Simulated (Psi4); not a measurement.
## Single-point calculation, with input and output: InH2F (part 2 of 2)

The same run, continued: InH2F, multiplicity 3, SMILES [F][InH2]; OMP2/def2-TZVPP, UHF, core potentials def2 (Psi4 1.11). The geometry is that of the parent species in another charge or spin state. The geometry comes from this level: PBE0-D4/def2-TZVP.

Geometry of the input (Å):
```
F  -1.6318  -0.6294  0.1886
In 0.1944  0.0523  -0.0263
H  1.3043  -0.9651  0.7679
H  0.1886  1.4819  -0.9504
```

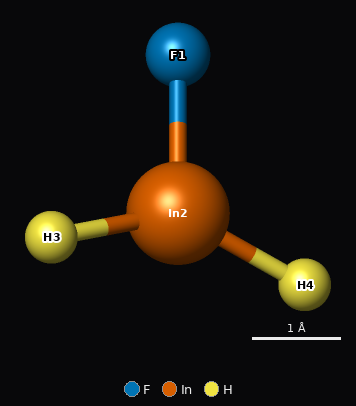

**Figure 1.** The structure (ball-and-stick view, seen at a tilt; atoms are numbered from 1 in the order of the input). Sticks mark near contacts.

The program's output, continued:
```
  Module DFOCC Options:
  ----------------------------------------------------------------------------
  ACTIVE                        => (empty)
  BASIS_RELATIVISTIC            => (empty)
  BENCH                         => (empty)
  CC_DIIS_MAX_VECS              => (empty)
  CC_DIIS_MIN_VECS              => (empty)
  CC_LAMBDA                     => (empty)
  CC_MAXITER                    => (empty)
  CC_TYPE                       => (empty)
  CHOLESKY                      => FALSE           !
  CHOLESKY_TOLERANCE            => (empty)
  CI_TYPE                       => (empty)
  COMPUT_S2                     => (empty)
  CUBEPROP_BASIS_FUNCTIONS      => (empty)
  CUBEPROP_FILEPATH             => (empty)
  CUBEPROP_ISOCONTOUR_THRESHOLD => (empty)
  CUBEPROP_ORBITALS             => (empty)
  CUBEPROP_TASKS                => (empty)
  CUBIC_BASIS_TOLERANCE         => (empty)
  CUBIC_BLOCK_MAX_POINTS        => (empty)
  CUBIC_GRID_OVERAGE            => (empty)
  CUBIC_GRID_SPACING            => (empty)
  CUTOFF                        => (empty)
  DDX                           => (empty)
  DEBUG                         => (empty)
  DERTYPE                       => (empty)
  DF_BASIS_CC                   => (empty)
  DIE_IF_NOT_CONVERGED          => (empty)
  DKH_ORDER                     => (empty)
  DOCC                          => (empty)
  DO_DIIS                       => (empty)
  DO_LEVEL_SHIFT                => (empty)
  DO_SCS                        => FALSE           !
  DO_SOS                        => FALSE           !
  E3_SCALE                      => (empty)
  EKT_IP                        => (empty)
  EXTERNAL_POTENTIAL_SYMMETRY   => (empty)
  E_CONVERGENCE                 => 1e-09           !
  FREEZE_CORE                   => (empty)
  FREEZE_CORE_POLICY            => (empty)
  FROZEN_DOCC                   => (empty)
  FROZEN_UOCC                   => (empty)
  HESS_TYPE                     => (empty)
  INTEGRAL_CUTOFF               => (empty)
  INTEGRAL_PACKAGE              => (empty)
  LEVEL_SHIFT                   => (empty)
  LINEQ_SOLVER                  => (empty)
  LITERAL_CFOUR                 => (empty)
  LS_THC_BASIS_TOLERANCE        => (empty)
  LS_THC_DF                     => (empty)
  LS_THC_PRUNING_SCHEME         => (empty)
  LS_THC_RADIAL_POINTS          => (empty)
  LS_THC_SPHERICAL_POINTS       => (empty)
  LS_THC_S_EPSILON              => (empty)
  LS_THC_WEIGHTS_TOLERANCE      => (empty)
  MAT_NUM_COLUMN_PRINT          => (empty)
  MAX_MOGRAD_CONVERGENCE        => (empty)
  MAX_RADIAL_MOMENT             => (empty)
  MBIS_D_CONVERGENCE            => (empty)
  MBIS_MAXITER                  => (empty)
  MBIS_PRUNING_SCHEME           => (empty)
  MBIS_RADIAL_POINTS            => (empty)
  MBIS_SPHERICAL_POINTS         => (empty)
  MOLDEN_WITH_VIRTUAL           => (empty)
  MOLDEN_WRITE                  => (empty)
  MO_DIIS_NUM_VECS              => (empty)
  MO_MAXITER                    => (empty)
  MO_STEP_MAX                   => (empty)
  MP2_AMP_TYPE                  => (empty)
  MP2_OS_SCALE                  => (empty)
  MP2_SOS_SCALE                 => (empty)
  MP2_SOS_SCALE2                => (empty)
  MP2_SS_SCALE                  => (empty)
  MP2_TYPE                      => (empty)
  MP_TYPE                       => (empty)
  NAT_ORBS                      => FALSE           !
  NUM_FROZEN_DOCC               => 5               !
  NUM_FROZEN_UOCC               => (empty)
  NUM_GPUS                      => (empty)
  OCC_ORBS_PRINT                => (empty)
  OEPROP                        => (empty)
  OO_SCALE                      => (empty)
  OPT_METHOD                    => (empty)
  ORBITAL_OPTIMIZER_PACKAGE     => (empty)
  ORB_OPT                       => TRUE            !
  ORB_RESP_SOLVER               => (empty)
  ORTH_TYPE                     => (empty)
  PARENT_SYMMETRY               => (empty)
  PCG_BETA_TYPE                 => (empty)
  PCG_CONVERGENCE               => (empty)
  PCG_MAXITER                   => (empty)
  PCM                           => (empty)
  PE                            => (empty)
  PPL_TYPE                      => (empty)
  PRINT                         => (empty)
  PRINT_NOONS                   => (empty)
  PROPERTIES                    => (empty)
  PROPERTIES_ORIGIN             => (empty)
  PUREAM                        => TRUE            !
  QCHF                          => (empty)
  QC_MODULE                     => (empty)
  RAS1                          => (empty)
  RAS2                          => (empty)
  RAS3                          => (empty)
  RAS4                          => (empty)
  READ_SCF_3INDEX               => (empty)
  REGULARIZATION                => (empty)
  REG_PARAM                     => (empty)
  RELATIVISTIC                  => (empty)
  REMP_A                        => (empty)
  RESTRICTED_DOCC               => (empty)
  RESTRICTED_UOCC               => (empty)
  RMS_MOGRAD_CONVERGENCE        => (empty)
  R_CONVERGENCE                 => (empty)
  SCF_TYPE                      => PK              !
  SCREENING                     => (empty)
  SCS_TYPE                      => (empty)
  SOCC                          => (empty)
  SOS_TYPE                      => (empty)
  TRIPLES_IABC_TYPE             => (empty)
  WFN                           => (empty)
  WFN_TYPE                      => DF-OMP2         !
  WRITER_FILE_LABEL             => (empty)
  ZORA_BASIS_TOLERANCE          => (empty)
  ZORA_NR_DEBUG                 => (empty)
  ZORA_PRUNING_SCHEME           => (empty)
  ZORA_RADIAL_POINTS            => (empty)
  ZORA_SPHERICAL_POINTS         => (empty)

	Warning: cc_lambda option is changed to TRUE
	For this residual convergence, default PCG convergence is:     1.00e-07
	For this energy convergence, default RMS orbital gradient is:     3.16e-07
	For this energy convergence, default MAX orbital gradient is:     2.00e-06

 ==============================================================================
 ==============================================================================
 ==============================================================================

                      DF-OMP2 (DF-OO-MP2)

 ==============================================================================
 ==============================================================================
 ==============================================================================

	MO Hessian type is changed to 'APPROX_DIAG'
	MO spaces...

	 FC   AOCC   BOCC  AVIR   BVIR   FV
	------------------------------------------
	  5    12    10    92     94     0
	Number of basis functions in the DF-HF basis: 331
	Number of basis functions in the DF-CC basis: 320

	Minimum required memory for amplitudes:     27.90 MB

	Computing DF-MP2 energy using SCF MOs (Canonical DF-MP2)...
	=======================================================================
	Nuclear Repulsion Energy (a.u.)    :    67.38435587019127
	DF-HF Energy (a.u.)                :  -289.66049340089074
	REF Energy (a.u.)                  :  -289.66049340089074
	Alpha-Alpha Contribution (a.u.)    :    -0.08780981298647
	Alpha-Beta Contribution (a.u.)     :    -0.38146195139260
	Beta-Beta Contribution (a.u.)      :    -0.07981345884934
	Scaled_SS Correlation Energy (a.u.):    -0.05587442394527
	Scaled_OS Correlation Energy (a.u.):    -0.45775434167112
	DF-SCS-MP2 Total Energy (a.u.)     :  -290.17412216650717
	DF-SOS-MP2 Total Energy (a.u.)     :  -290.15639393770113
	DF-SCS(N)-MP2 Total Energy (a.u.)  :  -289.95551035932181
	DF-MP2 Correlation Energy (a.u.)   :    -0.54908522322842
	DF-MP2 Total Energy (a.u.)         :  -290.20957862411916
	=======================================================================

	Number of alpha independent-pairs:1624
	Number of beta independent-pairs :1460

 ==============================================================================
 ================ Performing DF-OMP2 iterations... ============================
 ==============================================================================
	            Minimizing DF-MP2-L Functional
	            ------------------------------
 Iter       E_total           DE           RMS MO Grad      MAX MO Grad      RMS T2
 ----    ---------------    ----------     -----------      -----------     ----------
	successfully fired up coupled DIIS...
   1     -290.2215170207     -1.19e-02       1.86e-03         2.87e-02        2.18e-05
   2     -290.2239163365     -2.40e-03       1.05e-03         2.99e-02        1.20e-05
   3     -290.2250007290     -1.08e-03       8.40e-04         2.40e-02        8.79e-06
   4     -290.2262164013     -1.22e-03       6.27e-04         2.18e-02        1.31e-05
   5     -290.2269753132     -7.59e-04       5.15e-04         1.78e-02        1.07e-05
   6     -290.2281319464     -1.16e-03       3.05e-04         9.65e-03        2.25e-05
   7     -290.2280978234      3.41e-05       3.17e-04         1.01e-02        7.38e-07
   8     -290.2285856609     -4.88e-04       1.95e-04         3.19e-03        1.62e-05
   9     -290.2286904476     -1.05e-04       1.16e-04         2.38e-03        6.13e-06
  10     -290.2287184811     -2.80e-05       9.87e-05         2.02e-03        2.85e-06
[... 29 lines of further cycles ...]
  40     -290.2287717385     -7.04e-10       3.35e-07         7.34e-06        6.53e-09
  41     -290.2287717388     -2.90e-10       2.59e-07         5.85e-06        3.20e-09
  42     -290.2287717389     -1.78e-10       2.14e-07         4.77e-06        1.63e-09
  43     -290.2287717391     -1.22e-10       1.76e-07         3.69e-06        1.27e-09
  44     -290.2287717391     -7.99e-11       1.47e-07         3.21e-06        1.51e-09
  45     -290.2287717392     -6.25e-11       1.24e-07         2.74e-06        1.38e-09
  46     -290.2287717393     -4.62e-11       1.02e-07         2.54e-06        1.18e-09
  47     -290.2287717393     -3.02e-11       8.83e-08         1.98e-06        5.78e-10
  48     -290.2287717393     -1.55e-11       7.73e-08         1.86e-06        9.64e-10
  49     -290.2287717393     -8.70e-12       6.90e-08         1.77e-06        3.19e-10

 ==============================================================================
 ======================== DF-OMP2 ITERATIONS ARE CONVERGED ====================
 ==============================================================================

	Computing MP2 energy using optimized MOs...
	=======================================================================
	Nuclear Repulsion Energy (a.u.)    :    67.38435587019127
	DF-HF Energy (a.u.)                :  -289.66049340089074
	REF Energy (a.u.)                  :  -289.63802665171750
	Alpha-Alpha Contribution (a.u.)    :    -0.09382587696930
	Alpha-Beta Contribution (a.u.)     :    -0.40812241747164
	Beta-Beta Contribution (a.u.)      :    -0.08879679252040
	Scaled_SS Correlation Energy (a.u.):    -0.06087422316323
	Scaled_OS Correlation Energy (a.u.):    -0.48974690096596
	DF-SCS-MP2 Total Energy (a.u.)     :  -290.18864777584662
	DF-SOS-MP2 Total Energy (a.u.)     :  -290.12777355268344
	DF-SCS(N)-MP2 Total Energy (a.u.)  :  -289.95944255001939
	DF-MP2 Correlation Energy (a.u.)   :    -0.56827833778812
	DF-MP2 Total Energy (a.u.)         :  -290.22877173867886
	=======================================================================

	=======================================================================
	================ DF-OMP2 FINAL RESULTS ================================
	=======================================================================
	Nuclear Repulsion Energy (a.u.)    :    67.38435587019127
	DF-HF Energy (a.u.)                :  -289.66049340089074
	REF Energy (a.u.)                  :  -289.63802665171750
	DF-SCS-OMP2 Total Energy (a.u.)    :  -290.18864777584662
	DF-SOS-OMP2 Total Energy (a.u.)    :  -290.12777355268344
	DF-SCS(N)-OMP2 Total Energy (a.u.) :  -289.95944255001939
	DF-OMP2 Correlation Energy (a.u.)  :    -0.56827833841839
	Edfomp2 - Eref (a.u.)              :    -0.59074508759164
	DF-OMP2 Total Energy (a.u.)        :  -290.22877173930914
	=======================================================================

	total time  =         52 seconds =       0.87 minutes
```

Standard output:
```
E = -290.228771739
CURRENT CORRELATION ENERGY                         -0.5682783384
CURRENT ENERGY                                   -290.2287717393
CURRENT REFERENCE ENERGY                         -289.6604934009
DD SOLVATION ENERGY                                 0.0000000000
HF KINETIC ENERGY                                 174.0659936296
HF POTENTIAL ENERGY                              -463.7264870305
HF TOTAL ENERGY                                  -289.6604934009
HF VIRIAL RATIO                                     2.6640843358
MP2 CORRELATION ENERGY                             -0.5490852232
MP2 DOUBLES ENERGY                                 -0.5490852232
MP2 OPPOSITE-SPIN CORRELATION ENERGY               -0.3814619514
MP2 SAME-SPIN CORRELATION ENERGY                   -0.1676232718
MP2 SINGLES ENERGY                                  0.0000000000
MP2 TOTAL ENERGY                                 -290.2095786241
NUCLEAR REPULSION ENERGY                           67.3843558702
OMP2 CORRELATION ENERGY                            -0.5682783384
OMP2 OPPOSITE-SPIN CORRELATION ENERGY              -0.4081224175
OMP2 REFERENCE CORRECTION ENERGY                    0.0224667492
OMP2 SAME-SPIN CORRELATION ENERGY                  -0.1826226695
OMP2 TOTAL ENERGY                                -290.2287717393
ONE-ELECTRON ENERGY                              -609.8926660249
PCM POLARIZATION ENERGY                             0.0000000000
PE ENERGY                                           0.0000000000
SCF ITERATION ENERGY                             -289.6604934009
SCF ITERATIONS                                     24.0000000000
SCF TOTAL ENERGY                                 -289.6604934009
SCS(N)-MP2 CORRELATION ENERGY                      -0.2950169584
SCS(N)-MP2 TOTAL ENERGY                          -289.9555103593
SCS(N)-OMP2 CORRELATION ENERGY                     -0.2989491491
SCS(N)-OMP2 TOTAL ENERGY                         -289.9594425500
SCS-MP2 CORRELATION ENERGY                         -0.5136287656
SCS-MP2 TOTAL ENERGY                             -290.1741221665
SCS-OMP2 CORRELATION ENERGY                        -0.5281543750
SCS-OMP2 TOTAL ENERGY                            -290.1886477758
SOS-MP2 CORRELATION ENERGY                         -0.4959005368
SOS-MP2 TOTAL ENERGY                             -290.1563939377
SOS-OMP2 CORRELATION ENERGY                        -0.4672801518
SOS-OMP2 TOTAL ENERGY                            -290.1277735527
TWO-ELECTRON ENERGY                               252.8478167538
```
